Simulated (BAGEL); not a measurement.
**HF/6-31G(d) (density fitting with qzvpp-jkfit, spherical functions) run of CH6AlNSi (SMILES [AlH2]/[N]=C\[SiH3])**

Aim: the vertical ionisation energy of CH6AlNSi at HF/6-31G* (density fitting with qzvpp-jkfit, spherical functions), from 2 runs. 

Program for the calculation: BAGEL 1.2.2.

2 further runs of the same task are left out: 2 set aside as unsound or not needed.

## Step 1: The system as given

The species is CH6AlNSi (10 atoms), meant as a singlet with charge 0. As SMILES, `[AlH2]/[N]=C\[SiH3]`. The coordinates come from a PBE0-D4/def2-TZVP relaxation.

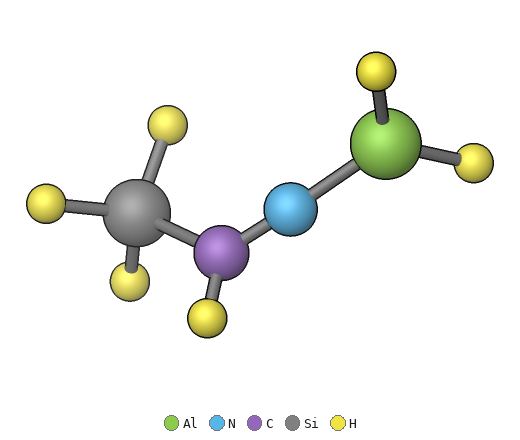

Viewed from a chosen angle; aluminium green, nitrogen blue, carbon purple, silicon grey, hydrogen yellow.

## Step 2: A single-point energy at HF/6-31G(d) (density fitting with qzvpp-jkfit, spherical functions)

input.json

```json
{ "bagel": [

{
  "title": "molecule",
  "basis": "6-31gs.json",
  "df_basis": "qzvpp-jkfit",
  "angstrom": "true",
  "geometry": [
    { "atom": "Al", "xyz": [   -0.801100,    2.183500,   -0.771800 ] },
    { "atom": "N", "xyz": [   -0.589900,    0.458600,   -0.561600 ] },
    { "atom": "C", "xyz": [   -0.390900,   -0.758900,   -0.367900 ] },
    { "atom": "Si", "xyz": [    0.911600,   -1.414700,    0.854900 ] },
    { "atom": "H", "xyz": [    0.069200,    2.879500,   -1.890800 ] },
    { "atom": "H", "xyz": [   -1.855500,    2.894700,    0.164500 ] },
    { "atom": "H", "xyz": [   -0.988000,   -1.509200,   -0.921900 ] },
    { "atom": "H", "xyz": [    0.242900,   -2.252900,    1.887000 ] },
    { "atom": "H", "xyz": [    1.886500,   -2.271500,    0.126600 ] },
    { "atom": "H", "xyz": [    1.598200,   -0.260400,    1.483900 ] }
  ]
},
{ "title": "hf" },
{ "title": "print", "file": "orbitals.molden", "orbitals": "true" }

]}
```

The basis set 6-31G* is read from a file made from the Basis Set Exchange's data (not shown).

Started as:

```
$ BAGEL_NUM_THREADS=1 BAGEL input.json > input.out
```

Standard output:

```text
* using 1 threads per process

  ===============================================================
  ===============================================================

  *** Geometry ***

  { "atom" : "Al", "xyz" : [     -1.513860,      4.126217,     -1.458491 ] },
  { "atom" : "N", "xyz" : [     -1.114749,      0.866628,     -1.061270 ] },
  { "atom" : "C", "xyz" : [     -0.738694,     -1.434113,     -0.695230 ] },
  { "atom" : "Si", "xyz" : [      1.722674,     -2.673396,      1.615527 ] },
  { "atom" : "H", "xyz" : [      0.130769,      5.441466,     -3.573094 ] },
  { "atom" : "H", "xyz" : [     -3.506387,      5.470190,      0.310860 ] },
  { "atom" : "H", "xyz" : [     -1.867049,     -2.851975,     -1.742139 ] },
  { "atom" : "H", "xyz" : [      0.459014,     -4.257364,      3.565913 ] },
  { "atom" : "H", "xyz" : [      3.564968,     -4.292513,      0.239239 ] },
  { "atom" : "H", "xyz" : [      3.020160,     -0.492085,      2.804165 ] },

  Number of auxiliary basis functions:      516

  Since a DF basis is specified, we compute 2- and 3-index integrals:
    o Being stored without compression. Storage requirement is 0.024 GB

  Number of basis functions:       76
  Number of electrons      :       46

    * METHOD: MOLECULE                             0.24

  *** RHF ***

  === Nuclear Repulsion ===
   176.5494660051

      * DIIS with orbital gradients will be used.

  === RHF iteration (6-31gs.json) ===
      0       -626.36520905          0.02258634           0.06
      1       -626.47765135          0.01857983           0.06
      2       -626.60192444          0.00185627           0.06
      3       -626.60461944          0.00060252           0.06
      4       -626.60480603          0.00018560           0.06
      5       -626.60485314          0.00007688           0.06
      6       -626.60486087          0.00001665           0.06
      7       -626.60486124          0.00000475           0.06
      8       -626.60486126          0.00000115           0.06
      9       -626.60486127          0.00000036           0.06
     10       -626.60486127          0.00000010           0.06
     11       -626.60486127          0.00000004           0.06
     12       -626.60486127          0.00000001           0.06
     13       -626.60486127          0.00000000           0.06
    * SCF iteration converged.

    * Permanent dipole moment:
           (   -0.061082,     0.436346,    -0.059595) a.u.

    * METHOD: HF                                   1.04

    * METHOD: PRINT                                0.01

  ===============================================================
```

Run time: 1.4 s. Hardware: 1 thread of Arm Neoverse V2, shared host; peak memory 0.12 GiB.

## Step 3: The doublet cation, same level

calc.json

```json
{ "bagel" : [

{
  "title" : "molecule",
  "basis" : "6-31gs.json",
  "df_basis" : "qzvpp-jkfit",
  "angstrom" : true,
  "geometry" : [
    { "atom" : "Al", "xyz" : [   -0.801100,    2.183500,   -0.771800 ] },
    { "atom" : "N", "xyz" : [   -0.589900,    0.458600,   -0.561600 ] },
    { "atom" : "C", "xyz" : [   -0.390900,   -0.758900,   -0.367900 ] },
    { "atom" : "Si", "xyz" : [    0.911600,   -1.414700,    0.854900 ] },
    { "atom" : "H", "xyz" : [    0.069200,    2.879500,   -1.890800 ] },
    { "atom" : "H", "xyz" : [   -1.855500,    2.894700,    0.164500 ] },
    { "atom" : "H", "xyz" : [   -0.988000,   -1.509200,   -0.921900 ] },
    { "atom" : "H", "xyz" : [    0.242900,   -2.252900,    1.887000 ] },
    { "atom" : "H", "xyz" : [    1.886500,   -2.271500,    0.126600 ] },
    { "atom" : "H", "xyz" : [    1.598200,   -0.260400,    1.483900 ] }
  ]
},
{ "title" : "uhf", "charge" : 1, "nopen" : 1 },
{ "title" : "print", "file" : "orbitals.molden", "orbitals" : true }

]}
```

The basis set 6-31G* is read from a file made from the Basis Set Exchange's data (not shown).

Started as:

```
$ BAGEL_NUM_THREADS=1 BAGEL calc.json > calc.out
```

Standard output:

```text
* using 1 threads per process

  ===============================================================
  ===============================================================

  *** Geometry ***

  { "atom" : "Al", "xyz" : [     -1.513860,      4.126217,     -1.458491 ] },
  { "atom" : "N", "xyz" : [     -1.114749,      0.866628,     -1.061270 ] },
  { "atom" : "C", "xyz" : [     -0.738694,     -1.434113,     -0.695230 ] },
  { "atom" : "Si", "xyz" : [      1.722674,     -2.673396,      1.615527 ] },
  { "atom" : "H", "xyz" : [      0.130769,      5.441466,     -3.573094 ] },
  { "atom" : "H", "xyz" : [     -3.506387,      5.470190,      0.310860 ] },
  { "atom" : "H", "xyz" : [     -1.867049,     -2.851975,     -1.742139 ] },
  { "atom" : "H", "xyz" : [      0.459014,     -4.257364,      3.565913 ] },
  { "atom" : "H", "xyz" : [      3.564968,     -4.292513,      0.239239 ] },
  { "atom" : "H", "xyz" : [      3.020160,     -0.492085,      2.804165 ] },

  Number of auxiliary basis functions:      516

  Since a DF basis is specified, we compute 2- and 3-index integrals:
    o Being stored without compression. Storage requirement is 0.024 GB

  Number of basis functions:       76
  Number of electrons      :       46

    * METHOD: MOLECULE                             0.24

  *** Open-shell HF ***

  === Nuclear Repulsion ===
   176.5494660051

      * DIIS with orbital gradients will be used.

  === UHF iteration (6-31gs.json) ===
      0       -626.11591728          0.03843358           0.13
      1       -626.21400735          0.03497567           0.13
      2       -626.25188976          0.02869531           0.13
      3       -626.33450804          0.00303513           0.13
      4       -626.34027852          0.00169463           0.13
      5       -626.34315891          0.00069393           0.13
      6       -626.34394576          0.00013110           0.13
      7       -626.34410203          0.00005826           0.13
      8       -626.34422369          0.00003504           0.13
      9       -626.34432351          0.00003853           0.13
     10       -626.34435987          0.00003610           0.13
     11       -626.34451646          0.00003257           0.13
     12       -626.34466112          0.00002958           0.13
     13       -626.34471876          0.00001972           0.12
     14       -626.34475640          0.00001214           0.13
     15       -626.34475876          0.00000621           0.13
     16       -626.34475900          0.00000822           0.12
     17       -626.34475928          0.00000317           0.12
     18       -626.34475940          0.00000067           0.12
     19       -626.34475943          0.00000015           0.12
     20       -626.34475943          0.00000006           0.12
     21       -626.34475943          0.00000003           0.12
     22       -626.34475943          0.00000001           0.12
     23       -626.34475943          0.00000000           0.11
    * SCF iteration converged.

    * S^2 (UHF) is 0.8362

    * Permanent dipole moment:
           (    0.473194,     0.444040,     0.439744) a.u.

    * METHOD: UHF                                  3.16

    * METHOD: PRINT                                0.01

  ===============================================================
```

Run time: 3.6 s. Hardware: 1 thread of Arm Neoverse V2, shared host; peak memory 0.12 GiB.

## Step 4: Results

Level: HF/6-31G* (density fitting with qzvpp-jkfit, spherical functions).

| quantity | value |
| --- | --- |
| singlet CH6AlNSi: total energy | -626.60486 Eh |
| singlet CH6AlNSi: dipole moment | 1.13 D |
| singlet CH6AlNSi: HOMO energy | -9.23 eV |
| singlet CH6AlNSi: LUMO energy | 1.96 eV |
| singlet CH6AlNSi: HOMO–LUMO gap | 11.19 eV |
| doublet cation: total energy | -626.34476 Eh |
| doublet cation: ⟨S²⟩ | 0.836 |
| vertical ionisation energy (to the doublet cation) | 7.078 eV |

What this shows: Removing an electron at fixed nuclei costs 7.08 eV (683 kJ/mol). The negative HOMO energy of the first species, 9.23 eV, lies 2.15 eV above that difference.
